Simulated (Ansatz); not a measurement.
# B2H4OS: the cost of one run

Computed with Ansatz 0.2.0, Gaussian basis. Level: the settings change from run to run.

## 1. The geometry

The geometry comes from an earlier relaxation with PBE0-D4 in a triple-zeta def2 set; it is a stationary point, not always the lowest conformer.

SMILES `OBBS`, 8 atoms, charge 0, spin multiplicity 1.

Atoms are counted from 1 here; the program's logs count them from 0.

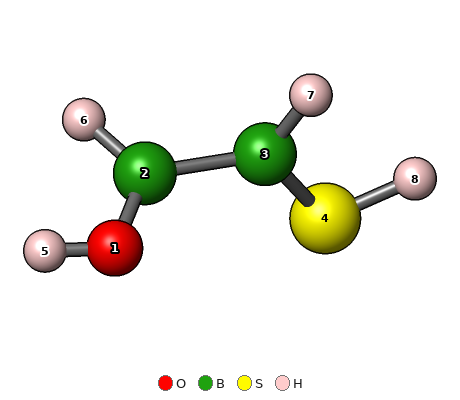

The structure; oxygen red, boron green, sulfur yellow, hydrogen pink; atoms are numbered from 1 in the order of the file.

As a file:

```xyz
8

O    -1.43836   -1.00056    0.78162
B    -0.95047   -0.04442   -0.04697
B     0.65987    0.44522    0.05813
S     1.91546   -0.45687   -0.80518
H    -2.37254   -1.18061    0.64751
H    -1.70303    0.46583   -0.84511
H     0.98683    1.42477    0.66229
H     2.99443    0.28954   -0.50798
```

## 2. B2PLYP/aug-pcseg-2

Set apart from the defaults: atoms shaken by 0.15 Å, high accuracy.

Contents of in.yaml:

```yaml
crystal:
  periodic: [false, false, false]
  atoms:
    - {symbol: O, position_ang: [-1.523616, -1.015975, 0.823525]}
    - {symbol: B, position_ang: [-0.958287, 0.143890, -0.156668]}
    - {symbol: B, position_ang: [0.626166, 0.620788, -0.021923]}
    - {symbol: S, position_ang: [1.741329, -0.364173, -0.814640]}
    - {symbol: H, position_ang: [-2.147923, -1.370125, 0.555254]}
    - {symbol: H, position_ang: [-1.602894, 0.314288, -0.798155]}
    - {symbol: H, position_ang: [1.025271, 1.567915, 0.742612]}
    - {symbol: H, position_ang: [3.194645, 0.044775, -0.352689]}
basis:
  gaussian: {orbitals: aug-pcseg-2}
hamiltonian: {xc: {name: B2PLYP}}
accuracy: high
output: {forces: true}
```

Command:

```
$ ansatz run in.yaml --threads 2 --pin off --events-out ev --progress --plain --max-ram 4352MiB
```

What time and memory should one allow on 2 threads of Arm Neoverse V2, shared host?

About 1.7 min, with a peak of 2.2 GiB.
